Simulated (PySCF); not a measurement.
Input

```
{"job": {"kind": "epr", "basis": "pcH-1"}, "charge": 0, "multiplicity": 2}
C     -1.491962     0.613270     0.701893
C     -0.444758    -0.134025    -0.125490
C     -1.046826    -1.157323    -1.005180
Cl    -2.552807    -0.908862    -1.740335
C      0.636727    -0.762473     0.791573
C      1.901885     0.068083     0.516925
O      1.461416     1.267896    -0.078104
C      0.407971     0.911703    -0.928304
H     -1.001418     1.370666     1.308178
H     -2.216937     1.100726     0.054775
H     -2.020358    -0.078659     1.353874
H     -0.434933    -1.909332    -1.474101
H      0.797535    -1.813887     0.561782
H      0.334330    -0.680244     1.833591
H      2.569311    -0.469178    -0.173367
H      2.456033     0.328584     1.418783
H      0.790246     0.449009    -1.850671
H     -0.154214     1.810363    -1.177479
```

Launched as:

```sh
OMP_NUM_THREADS=1 python probes_run.py task.json out
```

Geometry: GFN2-xTB.

The calculation used PySCF, UKS B3LYP, pcH-1 on C Cl H O, non-relativistic, mean-field spin-orbit, GIAO.

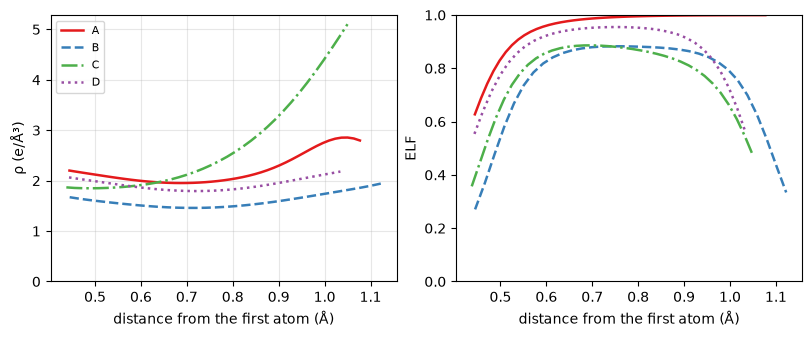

C$_{6}$H$_{10}$ClO (SMILES C[C@]1([CH]Cl)CCOC1) (doublet). Electron density and electron localisation function along straight lines between neighbouring atoms. The curves leave out the atomic cores.

### Which curve belongs to which contact (C–C, C–Cl, C–H and C–O)? The first atom named is at distance zero.

Curve A: C–H (1.08 Å): ρ is about 2.1 e/Å³ halfway; the ELF climbs to about 1 towards the hydrogen, as it does in any bond to H: a covalent bond by its length. Curve B: C–Cl (1.69 Å): the density is about 1.5 e/Å³ at the midpoint; the ELF peaks at about 0.90 between the atoms (localised, covalent bonding). Curve C: C–O (1.40 Å): the density is about 2.1 e/Å³ at the midpoint, with its minimum of 1.8 e/Å³ about 0.5 Å from C; the ELF peaks at about 0.90 between the atoms, as expected for a shared but strongly polarised pair. Curve D: C–C (1.48 Å): ρ at the midpoint is about 1.8 e/Å³; the ELF peaks at about 0.95 between the atoms: localised, covalent bonding.
